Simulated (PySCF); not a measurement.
**C5H3F3: one change and its effect**

System: C5H3F3, SMILES FC1=CC(F)(F)C=C1.
Method of run 1: TDDFT HF/def2-SVPD, vertical, gas phase, core orbitals frozen in the response (PySCF 2.14.0).

The geometry comes from this level: PBE0-D3(BJ)/def2-SVP. Text and figures count atoms from 1; the logs count them from 0 in places.

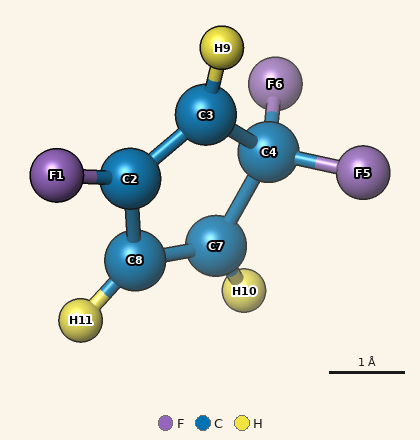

**Figure 1.** The structure as given in the input (ball-and-stick view, seen at a tilt; atoms are numbered from 1 in the order of the input).

## The input, run 1
```
{"job": {"kind": "uv", "xc": "HF", "basis": "def2-SVPD", "ip": true}, "charge": 0, "multiplicity": 1}
F      2.332301    -0.094061    -1.147563
C      1.155456    -0.077965    -0.559853
C      0.498681    -1.112357    -0.028699
C     -0.798977    -0.559140     0.507779
F     -0.926732    -0.763111     1.840727
F     -1.874086    -1.142950    -0.071704
C     -0.749763     0.928039     0.191669
C      0.400641     1.192573    -0.432254
H      0.788307    -2.159145     0.021481
H     -1.555260     1.609542     0.463691
H      0.764718     2.152053    -0.800284
```

The first line tells a small driver script what to run in PySCF; the rest is the geometry in Å.

Launched with:
```bash
OMP_NUM_THREADS=1 python <driver script> task.json out
```

Hardware: 1 CPU thread, shared host.

## Output (run 1)
```
final grid: 106968 points
cycle   1  E = -488.7974098634  dE =  2.018e+00  |g| = 8.926e-01  |ddm| = 5.027e+00
cycle   2  E = -488.9399670072  dE = -1.426e-01  |g| = 5.105e-01  |ddm| = 1.840e+00
cycle   3  E = -488.9862225557  dE = -4.626e-02  |g| = 8.571e-02  |ddm| = 8.815e-01
cycle   4  E = -488.9884493967  dE = -2.227e-03  |g| = 2.187e-02  |ddm| = 2.535e-01
cycle   5  E = -488.9886060813  dE = -1.567e-04  |g| = 5.748e-03  |ddm| = 6.204e-02
cycle   6  E = -488.9886192059  dE = -1.312e-05  |g| = 1.855e-03  |ddm| = 2.006e-02
cycle   7  E = -488.9886218747  dE = -2.669e-06  |g| = 9.500e-04  |ddm| = 7.138e-03
cycle   8  E = -488.9886223477  dE = -4.730e-07  |g| = 3.282e-04  |ddm| = 3.296e-03
cycle   9  E = -488.9886224782  dE = -1.305e-07  |g| = 1.349e-04  |ddm| = 1.757e-03
cycle  10  E = -488.9886225013  dE = -2.312e-08  |g| = 7.666e-05  |ddm| = 7.134e-04
cycle  11  E = -488.9886225058  dE = -4.555e-09  |g| = 2.219e-05  |ddm| = 3.590e-04
cycle  12  E = -488.9886225065  dE = -6.307e-10  |g| = 6.817e-06  |ddm| = 1.630e-04
converged SCF energy = -488.9886225065

Static polarisability (au): isotropic 53.186, principal 39.576 55.693 64.289

Singlet excitations
state   eV       nm        f      main configurations
  1   4.8052    258.0   0.05965   H->L 0.95
  2   7.5674    163.8   0.00002   H->L+1 0.84
  3   8.0420    154.2   0.03406   H->L+2 0.62, H->L+4 0.08
  4   8.1235    152.6   0.00004   H-2->L 0.86
  5   8.4762    146.3   0.01945   H->L+3 0.48, H->L+4 0.36
  6   8.6243    143.8   0.55478   H-1->L 0.88
  7   8.9113    139.1   0.00100   H->L+3 0.30, H->L+4 0.25, H->L+2 0.19
  8   9.0286    137.3   0.00044   H-3->L 0.61
  9   9.1446    135.6   0.12897   H->L+6 0.41, H->L+8 0.26, H->L+9 0.13
 10   9.2451    134.1   0.00162   H->L+5 0.66

Triplet excitations (Tamm-Dancoff, eV): 2.1966 4.2417 7.2962 7.6316
Vertical ionisation energy (delta-SCF) = 8.3841 eV
```

For run 2 the input was changed thus:
```diff
-"xc": "HF"
+"xc": "wB97X-D"
```

Predict how the results change.

The total energies belong to different methods, so their difference says nothing on which is more stable or more accurate. The HOMO goes from −9.67 to −9.14 eV. The LUMO goes from 1.73 to −0.24 eV. The dipole moment goes from 1.96 to 1.76 D. The lowest excitation goes from 4.81 to 4.41 eV. The strongest computed line goes from 8.62 to 8.52 eV. The method changes from HF to wB97X-D. The SCF takes 14 iterations against 12.

## Output (run 2)
```
coarse grid: 10552 points
cycle   1  E = -491.1190301082  dE =  1.597e+00  |g| = 8.172e-01  |ddm| = 5.413e+00
cycle   2  E = -491.1156976385  dE =  3.332e-03  |g| = 9.079e-01  |ddm| = 1.913e+00
cycle   3  E = -491.2473777636  dE = -1.317e-01  |g| = 7.248e-02  |ddm| = 1.018e+00
cycle   4  E = -491.2482894026  dE = -9.116e-04  |g| = 2.626e-02  |ddm| = 1.522e-01
cycle   5  E = -491.2484513184  dE = -1.619e-04  |g| = 8.690e-03  |ddm| = 6.852e-02
cycle   6  E = -491.2484669103  dE = -1.559e-05  |g| = 2.488e-03  |ddm| = 1.958e-02
cycle   7  E = -491.2484687809  dE = -1.871e-06  |g| = 8.464e-04  |ddm| = 5.681e-03
final grid: 106968 points
cycle   8  E = -491.3162286180  dE = -1.319e-04  |g| = 8.833e-03  |ddm| = 2.137e-01
cycle   9  E = -491.3162279727  dE =  6.453e-07  |g| = 1.005e-02  |ddm| = 2.912e-02
cycle  10  E = -491.3162429783  dE = -1.501e-05  |g| = 5.918e-04  |ddm| = 8.031e-03
cycle  11  E = -491.3162430730  dE = -9.465e-08  |g| = 3.732e-04  |ddm| = 3.030e-03
cycle  12  E = -491.3162431073  dE = -3.429e-08  |g| = 9.450e-05  |ddm| = 8.923e-04
cycle  13  E = -491.3162431099  dE = -2.676e-09  |g| = 3.590e-05  |ddm| = 2.634e-04
cycle  14  E = -491.3162431107  dE = -7.037e-10  |g| = 1.378e-05  |ddm| = 1.318e-04
converged SCF energy = -491.3162431107

Static polarisability (au): isotropic 55.970, principal 41.731 58.684 67.496

Singlet excitations
state   eV       nm        f      main configurations
  1   4.4057    281.4   0.03956   H->L 0.99
  2   6.3956    193.9   0.00010   H-1->L 0.96
  3   7.1293    173.9   0.05548   H-2->L 0.71, H->L+4 0.25
  4   7.3740    168.1   0.00060   H->L+1 0.78, H->L+2 0.13
  5   7.5857    163.4   0.00161   H-3->L 0.97
  6   7.7192    160.6   0.01457   H->L+2 0.66, H->L+1 0.16, H->L+5 0.10
  7   8.2553    150.2   0.02171   H->L+5 0.47, H->L+3 0.39
  8   8.4116    147.4   0.00909   H-4->L 0.52, H->L+5 0.20, H->L+3 0.09
  9   8.4293    147.1   0.00208   H->L+3 0.40, H-4->L 0.34, H->L+5 0.11
 10   8.5233    145.5   0.47833   H->L+4 0.69, H-2->L 0.22

Triplet excitations (Tamm-Dancoff, eV): 2.6822 4.9337 6.0774 7.0921
Vertical ionisation energy (delta-SCF) = 9.4532 eV
Vertical electron affinity (delta-SCF) = 0.0099 eV
```

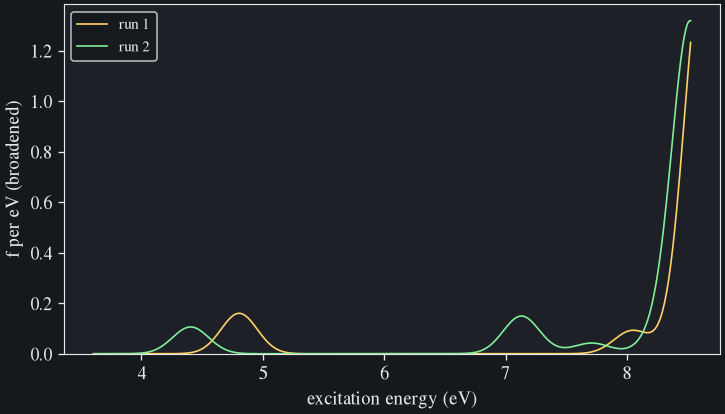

**Figure 2.** Absorption of the two runs from their computed states, each broadened by a Gaussian of 0.35 eV full width; the range ends where the shorter list of states ends.

## The two runs side by side

```csv
quantity,run 1,run 2
outcome,converged,converged
total energy (hartree),−488.988623,−491.316243
HOMO (eV),−9.67,−9.14
LUMO (eV),1.73,−0.24
dipole moment (D),1.96,1.76
lowest excitation (eV),4.81,4.41
SCF iterations,12,14
strongest computed line (eV),8.62,8.52
basis functions,193,193
wall time (shared host),36 s,2 min
```
